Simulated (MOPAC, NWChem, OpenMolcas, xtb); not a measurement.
**A ladder of methods for CH5Ga (GaH2Me)**

The species is CH5Ga (7 atoms), meant as a singlet with charge 0. As SMILES, `[H][Ga]([H])[CH3]`. Geometry: a GFN2-xTB relaxation, a rough one for these elements and not checked as a minimum.

Quantity: the dipole moment, in D. The values are calculated.

| level | kind | program | value (D) |
| --- | --- | --- | --- |
| AM1 | semi-empirical | MOPAC | 0.32 |
| MNDO | semi-empirical | MOPAC | 0.41 |
| PM3 | semi-empirical | MOPAC | 0.49 |
| GFN1-xTB | semi-empirical | xtb | 1.33 |
| HF/STO-3G | Hartree–Fock | NWChem | 0.28 |
| HF/3-21G | Hartree–Fock | OpenMolcas | 0.81 |
| HF/def2-SVP | Hartree–Fock | OpenMolcas | 0.84 |
| Slater/cc-pVDZ | LDA | OpenMolcas | 1.02 |
| B3LYP/6-31G* (spherical functions) | global hybrid | OpenMolcas | 0.93 |
| B3LYP/6-31G* (Cartesian functions) | global hybrid | NWChem | 0.92 |

All-electron rows without a relativistic Hamiltonian named are non-relativistic. The values span 0.28 to 1.33 D. Magnitudes only: a small dipole may point the other way at some levels. Sets without polarisation functions give poor dipoles. Without the sets that lack polarisation functions the rows with a basis span only 0.84 to 1.02 D.

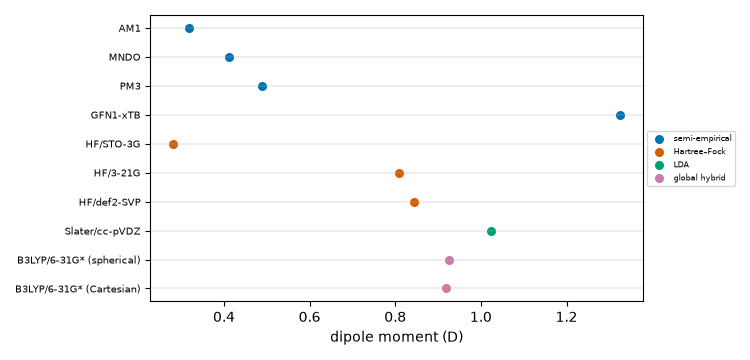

The values of the table, level by level.
